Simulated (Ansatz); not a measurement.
**Run report: SO (charge +1), single-point calculation**

SO (sulfur oxide), charge +1, multiplicity 2, computed with B2PLYP/aug-cc-pVDZ, UKS (Ansatz 0.2.0).

The geometry is that of the parent species in another charge or spin state.

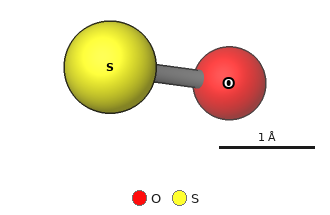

Fig. 1: The structure as given in the input (ball-and-stick view, seen at a tilt).

Input file
```yaml
crystal:
  periodic: [false, false, false]
  atoms:
    - symbol: O
      position_ang: [0.000000, 0.000000, 0.000000]
    - symbol: S
      position_ang: [0.000000, 0.000000, 1.481087]
basis:
  gaussian:
    orbitals: aug-cc-pVDZ
    final_grid: {core_spheres: 12, valence_spheres: 10, degree: 35}
total_charge: 1
magnetization: {spin_polarized: true, initial_magnetization: 1}
hamiltonian: {xc: {name: B2PLYP}}
```

Run on 1 thread of Arm Neoverse V2, 24 GiB of memory available, shared host.

Launch command:
```bash
ansatz run input.yaml --threads 1 --pin off --max-ram 3480MiB --events-out events.jsonl --progress --plain --runs-dir runs
```

What the program printed
```
Functional definition: B2PLYP
  name "B2PLYP"
  parameter a = 0.53
  parameter c = 0.27
  exchange = (1 - a)*b88_x + a*exact_x
  correlation = (1 - c)*lyp_c + c*(mp2_os + mp2_ss)
499 factors; integrals over basis functions are off by at most 1.2e-3 eV
mean field evaluation 1: about -12847.5935 eV, gradient 6.0e1 eV
mean field evaluation 2: about -12847.7158 eV, gradient 6.0e1 eV
mean field evaluation 4: about -12862.0632 eV, gradient 6.9e0 eV
mean field evaluation 8: about -12862.4066 eV, gradient 3.9e-1 eV
mean field evaluation 16: about -12862.4077 eV, gradient 3.8e-2 eV
mean field evaluation 32: about -12861.7785 eV, gradient 5.9e0 eV
mean field evaluation 64: about -12849.4941 eV, gradient 1.2e1 eV
mean field evaluation 96: about -12856.9750 eV, gradient 1.3e1 eV
mean field -12862.41138066 eV, -472.6848997837 hartree, gradient 2.3e-6 eV, S^2 0.798504; 4 other end points of the search recorded, 0 dependent functions left out
6 core orbitals not correlated: weight in the atoms' cores, before any rotation towards them, 1.000 or more for the frozen orbitals, at most 0.000 for the correlated occupied ones
reference -12862.41148912 eV, -472.6849037694 hartree; 6, 5 occupied and 38, 39 virtual orbitals, 499 factors
second order -11.79423539 eV of doubles, -0.00000000 eV of singles
Total energy: -12865.59593267 eV, -472.8019299116 hartree
```

Results in brief

- outcome: converged
- total energy: −472.801930 hartree
- SCF energy: −472.684904 hartree
- basis functions: 50
- ⟨S²⟩: 0.799
- SCF solution under orbital rotations: stable
- wall time: 4.5 s
- peak memory: 0.1 GiB
